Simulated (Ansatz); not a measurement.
# CH7AlSi: a ladder of functionals and wavefunction methods

How much do the methods differ for CH7AlSi? The plan is to run it at one geometry with functionals of several rungs and with coupled cluster, and see how far each lands from CCSD(T) at the basis-set limit for the atomisation energy.

The runs use Ansatz 0.2.0, Gaussian basis; functionals in def2-TZVPP, the program's frozen cores in correlated methods.

Levels to be run: LDA (SPW92), PBE-D4, revPBE-D4, BLYP-D4, r2SCAN-D4, B97M-V, PBE0-D4, B3LYP-D4, r2SCANh-D4, r2SCAN0-D4, HSE06-D4, BHLYP-D4, CAM-B3LYP-D4, LC-ωPBE, ωB97X-V, ωB97M-V, B2PLYP, PBE-QIDH; CCSD(T)/def2-SVP; CCSD(T)/def2-TZVPP; MP2/def2-QZVPP; extrapolation to the limit; RPA on PBE.

### Step 1. Structure used throughout

The geometry comes from an earlier relaxation with PBE0-D4 in a triple-zeta def2 set; it is a stationary point, not always the lowest conformer.

SMILES `C[SiH2][AlH2]`, 10 atoms, charge 0, spin multiplicity 1.

Atoms are counted from 1 here; the program's logs count them from 0.

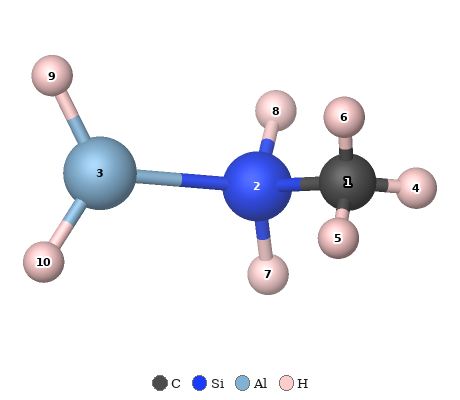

The structure; carbon dark grey, silicon blue, aluminium light blue, hydrogen pink; atoms are numbered from 1 in the order of the file.

Coordinates:

```xyz
10
charge 0, multiplicity 1
C    -1.2213    0.7071   -0.7483
Si   -0.1004   -0.7471   -0.3062
Al    1.6793   -0.1159    1.2742
H    -1.9956    0.3905   -1.4504
H    -0.6519    1.5144   -1.2140
H    -1.7137    1.1076    0.1406
H     0.4928   -1.2921   -1.5647
H    -0.9414   -1.8407    0.2675
H     1.4530   -0.2043    2.8472
H     3.0824    0.4295    0.7572
```

### Step 2. LDA

This LDA is Slater exchange with PW92 correlation.

Contents of in.yaml:

```yaml
crystal:
  periodic: [false, false, false]
  atoms:
    - {symbol: C, position_ang: [-1.221286, 0.707112, -0.748259]}
    - {symbol: Si, position_ang: [-0.100403, -0.747060, -0.306202]}
    - {symbol: Al, position_ang: [1.679258, -0.115928, 1.274173]}
    - {symbol: H, position_ang: [-1.995604, 0.390452, -1.450351]}
    - {symbol: H, position_ang: [-0.651864, 1.514398, -1.214007]}
    - {symbol: H, position_ang: [-1.713706, 1.107572, 0.140571]}
    - {symbol: H, position_ang: [0.492808, -1.292136, -1.564652]}
    - {symbol: H, position_ang: [-0.941449, -1.840730, 0.267453]}
    - {symbol: H, position_ang: [1.452977, -0.204331, 2.847189]}
    - {symbol: H, position_ang: [3.082370, 0.429549, 0.757185]}
basis:
  gaussian: {orbitals: def2-TZVPP}
hamiltonian: {xc: lda}
output: {orbitals: {seedname: orbitals}}
```

The run is started by

```
$ ansatz run in.yaml --threads 2 --pin off --events-out ev --progress --plain --max-ram 4352MiB
```

After this run come: PBE-D4 (GGA); revPBE-D4 (GGA); BLYP-D4 (GGA); r2SCAN-D4 (meta-GGA); B97M-V (meta-GGA); B3LYP-D4 (hybrid); r2SCANh-D4 (hybrid); r2SCAN0-D4 (hybrid); HSE06-D4 (hybrid); BHLYP-D4 (hybrid); CAM-B3LYP-D4 (range-separated); LC-ωPBE (range-separated); ωB97X-V (range-separated); ωB97M-V (range-separated); B2PLYP (double hybrid); PBE-QIDH (double hybrid); CCSD(T) in def2-SVP; CCSD(T) in def2-TZVPP; MP2 in def2-QZVPP; RPA on PBE orbitals.

**Question.** What will the summary of the whole plan be? Wanted: atomisation energy, CCSD(T)/CBS; farthest beyond LDA; mean size of error, GGA; mean size of error, meta-GGA; mean size of error, hybrid; mean size of error, range-separated; mean size of error, double hybrid; gap, smallest and largest; T1 diagnostic.

The runs gave:

| quantity | value |
| --- | --- |
| atomisation energy, CCSD(T)/CBS | 3050.5 kJ/mol |
| functionals within 15.3 kJ/mol (0.5 %) | r2SCAN-D4, B3LYP-D4, r2SCANh-D4, CAM-B3LYP-D4, ωB97X-V, ωB97M-V |
| farthest beyond LDA | revPBE-D4 (-66.4 kJ/mol) |
| mean size of error, GGA | 45.6 kJ/mol |
| mean size of error, meta-GGA | 17.8 kJ/mol |
| mean size of error, hybrid | 22.3 kJ/mol |
| mean size of error, range-separated | 13.5 kJ/mol |
| mean size of error, double hybrid | 41.0 kJ/mol |
| gap, smallest and largest | 3.25 eV (LDA (SPW92)), 9.83 eV (LC-ωPBE) |
| T1 diagnostic | 0.0111 |
| triples share of the correlation energy | 3.2 % |

What this shows: The LDA atomisation energy is off by 296.9 kJ/mol (10 %): it overbinds. PBE-D4 misses by -26.2 kJ/mol. Double hybrids carry the basis error of their MP2 part in triple zeta, and no dispersion term here, so their miss is partly the set-up's. By mean error the best rung here is range-separated (13.5 kJ/mol) and the worst beyond LDA is GGA (45.6 kJ/mol). The gap between the best rungs is small, so their order is not settled. The reference freezes the cores and leaves out relativity and excitations past (T), so misses under about 15.3 kJ/mol can't be ranked. Hartree-Fock recovers 77 % of the binding; the rest is correlation. CCSD(T) in def2-SVP is off by -163.8 kJ/mol, worse than the median functional, from the basis alone. The gap grows from 3.3 to 9.8 eV across the functionals, mostly with the share of exact exchange.
